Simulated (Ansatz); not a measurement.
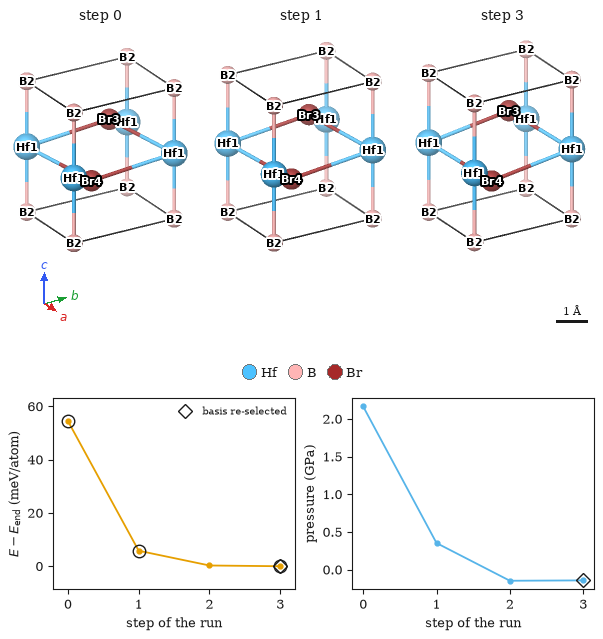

Frames of a relaxation of a crystal of HfBBr$_{2}$ (a generated structure, set up in P-3m1) (coarse preliminary run), marked on the history of the run. A ball-and-stick model of the cell of the calculation, seen slightly off an axis.

Level of theory: DFT PBE, scalar-relativistic, plane waves, PAW in Ansatz 0.2.0.

Input
```yaml
crystal:
  lattice:
    - [4.9586393421, 0.0, 0.0]
    - [-2.479319671, 4.2943076385, 0.0]
    - [0.0, 0.0, 4.4074679234]
  atoms:
    - { symbol: Hf, position: [0.0, 0.0, 0.5] }
    - { symbol: B, position: [0.0, 0.0, 0.0] }
    - { symbol: Br, position: [0.3333333333, 0.6666666667, 0.6638902885] }
    - { symbol: Br, position: [0.6666666667, 0.3333333333, 0.3361097115] }
basis:
  ecutwfc: 420
kpoints:
  mp_grid: { grid: [6, 6, 4] }
hamiltonian:
  xc: pbe
scf:
  occupations: { method: gaussian, width: 0.1 }
  lower_state_search: "off"
output:
  forces: true
  stress: true
  eigenvalues: true
relax:
  adjacent_minimum: "off"
  f_tol: 0.04
  max_steps: 70
  cell: { stress_tol: 0.4 }
```

Run as
```bash
ansatz run input.yaml --threads 1 --pin off --max-ram 2048MiB --backend cpu --events-out ev --progress --plain --runs-dir out
```

### Describe the path.

Over 2 accepted moves (3 points after the start) the energy falls by 54.5 meV per atom. The largest force component goes from 0.033 to 0.018 eV/Å. Pressure: 2.17 GPa at the start and −0.14 GPa at the end. At 1 point the geometry stayed and the basis and grid were re-selected for the new cell (energy shift of 0.3 meV per atom at most each time). The largest moves relative to the cell, 0.11 Å, are those of Br3 and Br4. Br3 goes along +c. Hf and B stay in place. The drawn cell changes at constant volume: a = b 4.959 → 4.812 Å (−3.0 %), c 4.407 → 4.683 Å (+6.2 %). Some distances before and after: Hf1–B2 2.204 → 2.341 Å, Hf1–Br3 2.953 → 2.914 Å. Bond angles that change, for instance: Hf1–Br3–Hf1 114.2° → 111.3°. The space group stays P-3m1 (No. 164). Cost: 9.4 s on 1 thread of Intel(R) Xeon(R) 6975P-C (Granite Rapids) (shared host), peak memory 0.46 GiB. From step 0 to 1: Br atoms move most (0.02 Å), volume +1.3 %, energy −48.7 meV per atom. From step 1 to 3: Br atoms move most (0.09 Å), volume −1.3 %, energy −5.8 meV per atom.

```csv
step,"E − E(0), meV/atom","largest force component, eV/Å","pressure, GPa","volume, Å³/atom",note
0,0.00,0.0333,2.17,23.463,
1,-48.71,0.1042,0.35,23.773,
2,-54.25,0.0177,-0.15,23.474,
3,-54.53,0.0178,-0.14,23.474,"same geometry, new basis"
```
